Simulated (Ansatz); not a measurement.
H5NSi···HCl

```yaml
atoms:
  - { symbol: Si, position_ang: [-0.5332, -0.0918, -0.5640] }
  - { symbol: Cl, position_ang: [-0.2295, 0.6273, 3.6439] }
  - { symbol: H, position_ang: [0.5172, -1.0768, -0.2302] }
  - { symbol: H, position_ang: [0.0181, 1.2793, -0.5990] }
  - { symbol: H, position_ang: [-1.0628, -0.4151, -1.9128] }
  - { symbol: N, position_ang: [-1.7367, -0.1486, 0.7022] }
  - { symbol: H, position_ang: [-2.1357, -1.0444, 0.9212] }
  - { symbol: H, position_ang: [-2.4699, 0.5379, 0.6744] }
  - { symbol: H, position_ang: [-0.8179, 0.3321, 2.5393] }
```

These are results of RHF/def2-SVP in Ansatz, not measurements.

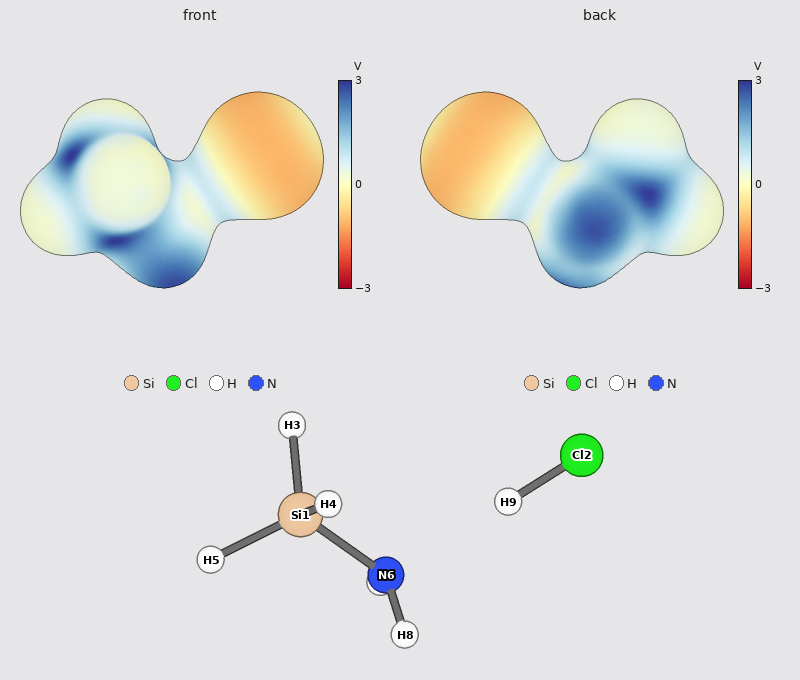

Figure 1. The electrostatic potential painted on the density surface at 0.004 e/bohr³, seen from the front and from behind; red is negative and blue positive. The bare structure is drawn below in the same view.

**Where is the surface potential most negative and most positive?**

The most negative region (about −1.1 V) lies over Cl2, the most positive (about +2.8 V) over Si1 and H7.

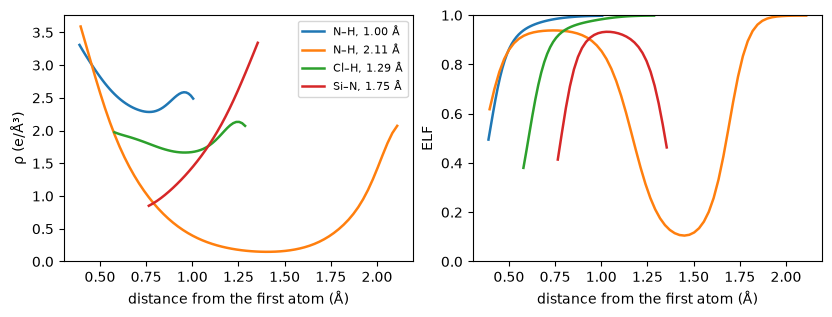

Figure 2. Electron density and ELF along straight lines between neighbouring atoms. The curves leave out the atomic cores.

**Compare the contacts.**

N–H (1.00 Å): ρ is about 2.8 e/Å³ halfway; the ELF climbs to about 1 towards the hydrogen, as it does in any bond to H (a covalent bond by its length).
N6···H9 (2.11 Å): the density falls to about 0.15 e/Å³ on the way; the ELF dips to about 0.10 between them.
Cl–H (1.29 Å): ρ is about 1.9 e/Å³ halfway; the ELF climbs to about 1 towards the hydrogen.
Si–N (1.75 Å): ρ is about 1.1 e/Å³ halfway; the ELF peaks at about 0.95 between the atoms (a shared but strongly polarised pair).

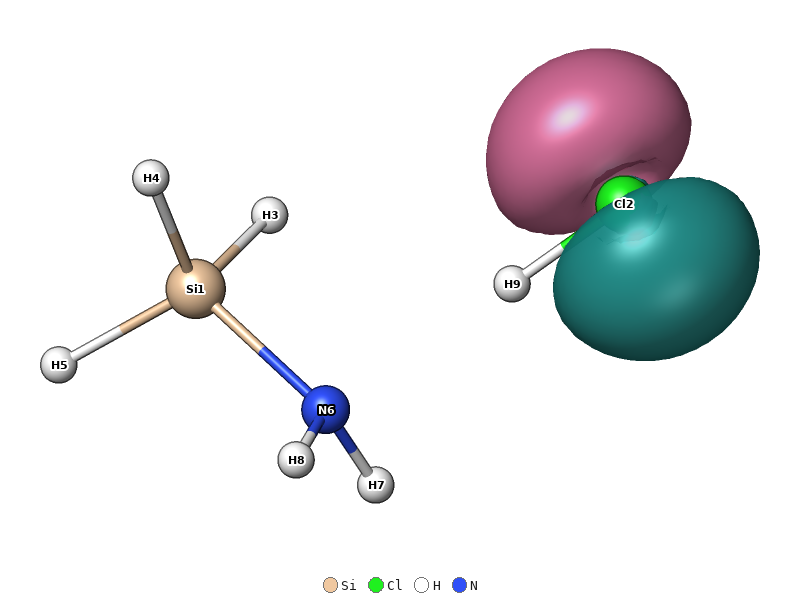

Figure 3. The HOMO−1 at ±0.2 Å⁻³ᐟ² (teal and pink are the two phases), seen at a tilt.

**Where does this orbital lie, and at what energy?**

By Hirshfeld shares it lies mainly on Cl2 (about 95 %); largely a lone pair of Cl2. Its energy is −11.94 eV.
